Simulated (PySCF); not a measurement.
## Electronic structure of BFH₆O₄Si₂ in real space

The calculation's input:

```
{"job": {"kind": "nmr", "xc": "PBE0", "basis": "pcSseg-1"}, "charge": 0, "multiplicity": 1}
Si    -0.560784     1.031415    -0.375920
Si    -1.846190    -0.269077     1.064010
O     -1.387373     1.253487    -1.781309
O      0.953690     0.438237    -0.728715
B      1.656495    -0.594777    -0.172928
O      1.068440    -1.350371     0.798396
O      2.921843    -0.882141    -0.581633
F     -0.278394     2.484463     0.294823
H     -3.207832     0.345985     1.140747
H     -1.973586    -1.659944     0.541366
H     -1.244389    -0.272310     2.428031
H     -0.972430     1.785371    -2.468197
H      1.642632    -2.052734     1.118696
H      3.221131    -0.272378    -1.263105
```

Run with:

```sh
OMP_NUM_THREADS=1 python cluster_run.py task.json out
```

Geometry: PBE0-D3(BJ)/def2-SVP.

Theory: PBE0/pcSseg-1, SCF density, gas phase, non-relativistic (PySCF).

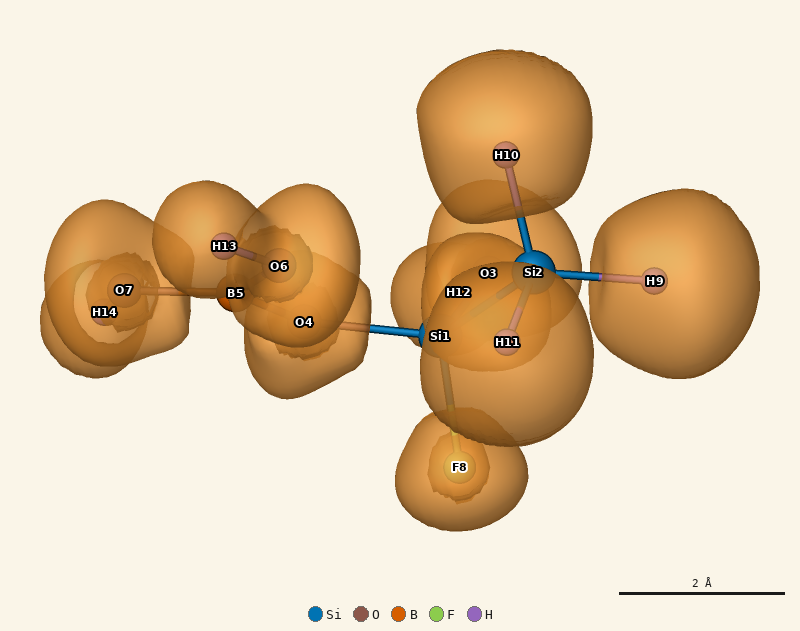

Figure 1. Isosurface of the ELF at 0.75 (orange), seen from one side. Core shells and regions of very low density are left out.

Question: What do the ELF domains correspond to?

Answer: At this value the surface marks out one region between bonded Si–Si atoms (shared pairs), three regions around hydrogen nuclei, one region on O in which the atom's valence shell and bonds are merged, one region wrapped around F (its lone pairs, merged into a ring or cap) and three joined regions spread over several atoms (H, O), in which their bonds and any lone pairs are merged. Along the contacts the grid gives the following. B–O (1.36 Å): the ELF peaks at about 0.90 between the atoms; a short, strongly polar bond. Si–F (1.63 Å): the ELF peaks at about 0.85 in the valence shell of F, 0.5 Å from its nucleus, and is about 0.55 at the midpoint.

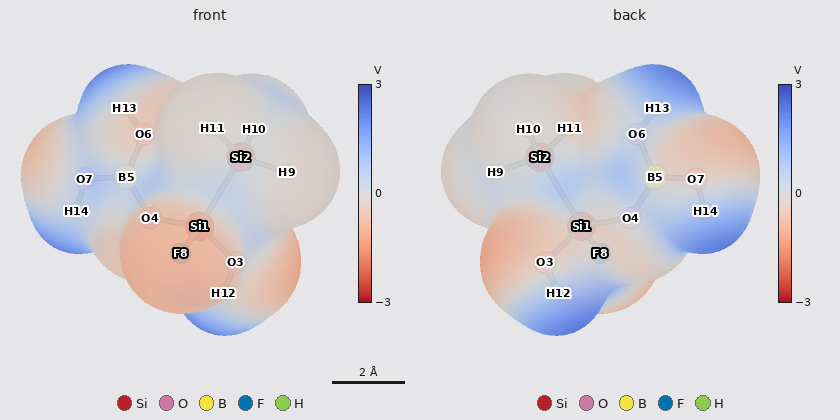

Figure 2. The molecular electrostatic potential painted on the density surface at 0.001 e/bohr³, seen from the front and from behind; the colour scale runs from red (negative) to blue (positive).

Question: Describe the electrostatic potential map.

Answer: The most negative region (about −1.1 V) lies over O3, the most positive (about +2.1 V) over H12, H13 and H14. O3 is the likeliest acceptor of a hydrogen bond.

Question: How polar is the molecule by this calculation?

Answer: Its dipole moment is 2.31 D.

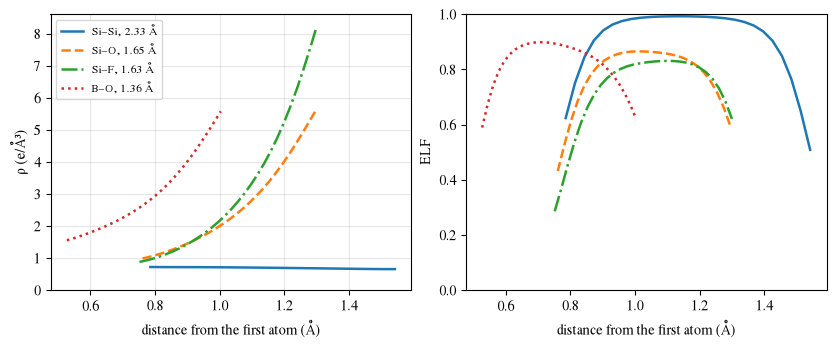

Figure 3. Electron density and electron localisation function along straight lines between neighbouring atoms. The curves leave out the atomic cores.

Question: What can be read from the curves?

Answer: Si–Si (2.33 Å): ρ is about 0.7 e/Å³ halfway; the ELF peaks at about 1 between the atoms, as expected for a shared electron pair.
Si–O (1.65 Å): ρ is about 1.2 e/Å³ halfway; the ELF peaks at about 0.85 between the atoms (a shared but strongly polarised pair).
Si–F (1.63 Å): the density is about 1 e/Å³ at the midpoint; the ELF peaks at about 0.85 in the valence shell of F, 0.5 Å from its nucleus, and is about 0.55 at the midpoint.
B–O (1.36 Å): the density is about 2.2 e/Å³ at the midpoint; the ELF peaks at about 0.90 between the atoms (a short, strongly polar bond).
